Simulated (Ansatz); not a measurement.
# CH$_{3}$SSb: what the fields show

```xyz
6

S    -1.2275   -1.6520    0.9347
C    -0.0774   -0.9640    0.0536
Sb    0.7692    0.9847    0.4308
H     0.3967   -1.5225   -0.7581
H     0.9364    1.3535   -1.2314
H    -0.7552    1.7363    0.5244
```

Geometry: PBE0-D4/def2-TZVP; core potentials replace the inner electrons of Sb.

Computed with RKS PBE0-D4/def2-TZVPP in Ansatz 0.2.0.

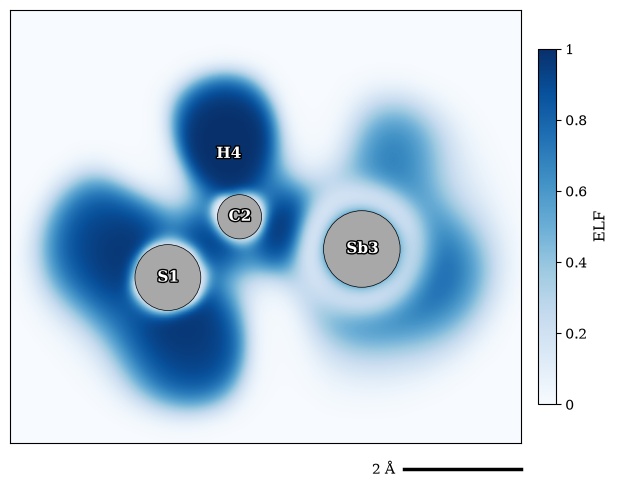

Figure 1. ELF on the plane of atoms S1, C2 and Sb3. Grey discs cover the atomic cores.

Read the bonding off the picture.

- The plane passes through S, C, Sb and H nuclei.
- C–S (1.60 Å): the ELF peaks at about 0.90 between the atoms: a covalent bond.
- C–Sb (2.16 Å): the ELF peaks at about 0.95 in the valence shell of C, 0.7 Å from its nucleus, and drops to about 0.20 between the two atoms.
- C–H (1.09 Å): the ELF climbs to about 1 towards the hydrogen, as it does in any bond to H: a covalent bond by its length.
- The ELF also peaks beside S1, away from the bonds: lone-pair regions.

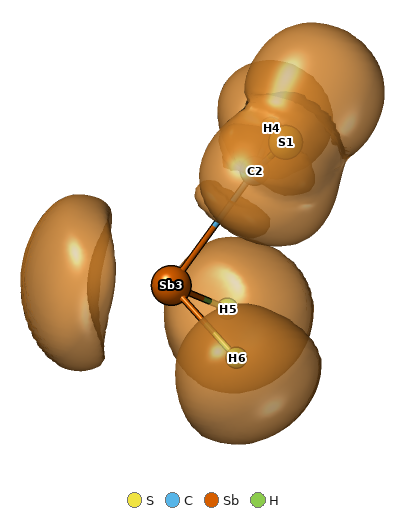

Figure 2. Isosurface of the electron localisation function at 0.8 (orange), seen at an oblique angle. Only the valence region is drawn (cores and ρ < 0.01 e/Å³ removed).

What do the ELF domains correspond to?

The surface consists of one region between bonded C–S atoms (shared pairs), three regions around hydrogen nuclei, one lobe of the valence shell of C pointing towards Sb (polar bonds), one ring or bowl of non-bonding electrons around S and one lobe on Sb, pointing away from the bonds (lone pairs).

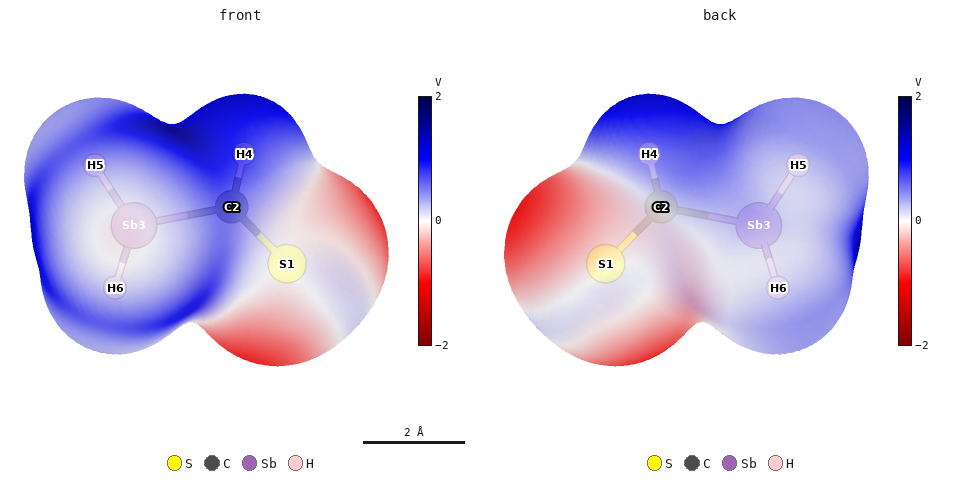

Figure 3. The molecular electrostatic potential painted on the density surface at 0.002 e/bohr³, seen from the front and from behind; red is negative and blue positive.

Describe the electrostatic potential map.

The most negative region (about −0.9 V) lies over S1, the most positive (about +1.5 V) over Sb3.
